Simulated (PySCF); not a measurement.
```xyz
4

Cl    2.0588   -0.3325    0.0437
Al    0.0080   -0.0017   -0.0121
Cl   -0.7255    1.9410   -0.0093
Cl   -1.3225   -1.5965   -0.0671
```

Geometry: PBE0-D3(BJ)/def2-SVP.

Computed with PySCF, DFT single point, gas phase, functional PBE0.

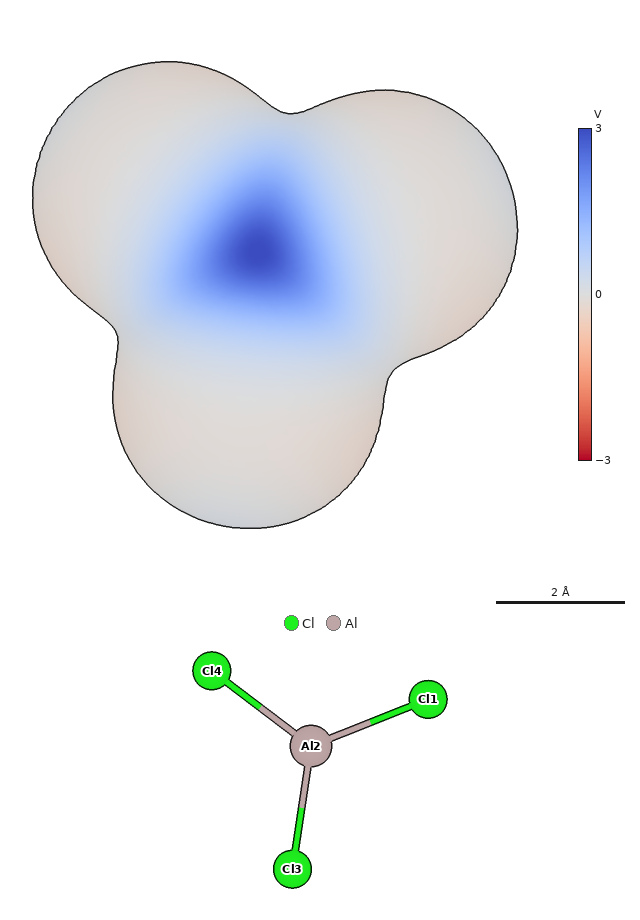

AlCl$_{3}$. The molecular electrostatic potential painted on the density surface at 0.001 e/bohr³, seen at a tilt; red is negative and blue positive. The bare structure is drawn below in the same view.

> Which sites attract a positive test charge, and which a negative one?

A positive charge is drawn to the negative regions and a negative charge to the positive ones. The most negative region (about −0.2 V) lies over Cl1, Cl3 and Cl4, the most positive (about +2.9 V) over Al2.
